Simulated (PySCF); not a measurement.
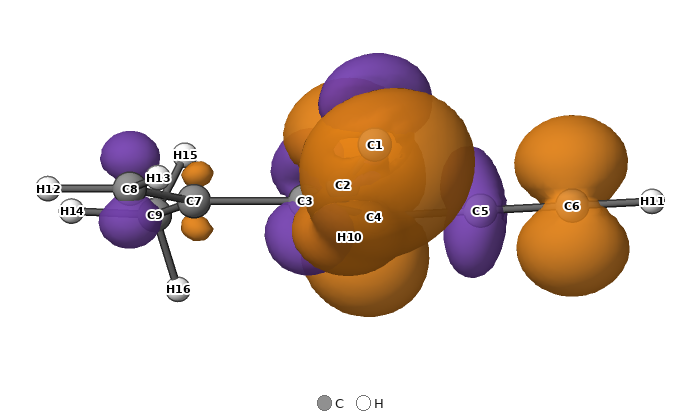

Figure. C9H7 (SMILES [C]#C/C(=C\C#C)C(=C)C) (doublet). Isosurfaces of the spin density at +0.015 (orange) and −0.015 e/Å³ (purple), seen from one side.

Geometry: GFN2-xTB.

Level of theory: PySCF, UKS B3LYP, pcH-1 on C H, non-relativistic, mean-field spin-orbit, GIAO.

```xyz
16

C     1.2946    0.6848    2.8410
C     0.8197    0.1769    1.8480
C     0.2673   -0.0011    0.5520
C     1.1205   -0.2297   -0.4854
C     2.5100   -0.2037   -0.3547
C     3.7118   -0.1831   -0.2720
C    -1.1856    0.0511    0.4085
C    -1.9711    0.2370    1.4707
C    -1.7573   -0.1006   -0.9714
H     0.7448   -0.4761   -1.4696
H     4.7569   -0.1676   -0.1845
H    -3.0431    0.2786    1.3791
H    -1.5620    0.3622    2.4584
H    -2.8399   -0.0099   -0.9386
H    -1.3652    0.6671   -1.6379
H    -1.5090   -1.0770   -1.3874
```

Where is the unpaired spin?

Answer. The unpaired spin (1 electron) lies mostly on C1 (about 0.4), C2 (about 0.2), C4 (about 0.2) and C6 (about 0.1), in electrons by Hirshfeld's partition.
